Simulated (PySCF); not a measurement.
SMILES CC(C)[CH][GeH3] (C4H11Ge), doublet at its GFN2-xTB optimised geometry (Å):

```
16

C     -0.1768    -1.4160     3.7024
C     -1.2971    -0.7642     2.8731
C     -2.6473    -1.0024     3.5557
C     -1.2896    -1.3143     1.4968
Ge    -0.5351    -0.4075     0.0000
H     -0.1669    -1.0013     4.7080
H     -0.3328    -2.4905     3.7676
H      0.7895    -1.2327     3.2372
H     -1.1024     0.3144     2.8342
H     -2.8564    -2.0683     3.6194
H     -3.4457    -0.5271     2.9903
H     -2.6407    -0.5891     4.5620
H     -1.6535    -2.3265     1.3934
H     -0.9690    -1.0365    -1.2818
H      0.9690    -0.4075     0.0000
H     -0.9297     1.0365     0.0000
```

Method: unrestricted PBE0/def2-TZVP in PySCF. Cells within 0.4 Å of a nucleus heavier than hydrogen are left out (blank, or x).

Map of the electrostatic potential (hartree/e), clipped to [-0.08, 0.12] on the plane z = 0.0 Å:

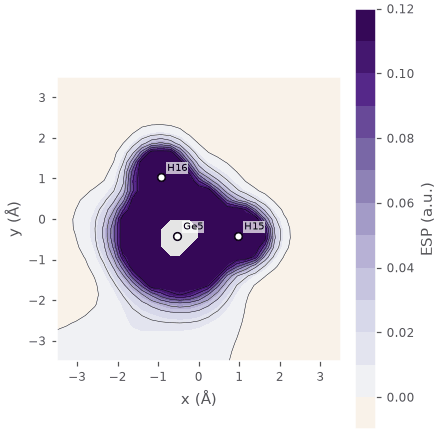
*Electrostatic potential (hartree/e), clipped to [-0.08, 0.12] on the plane z = 0.0 Å.*
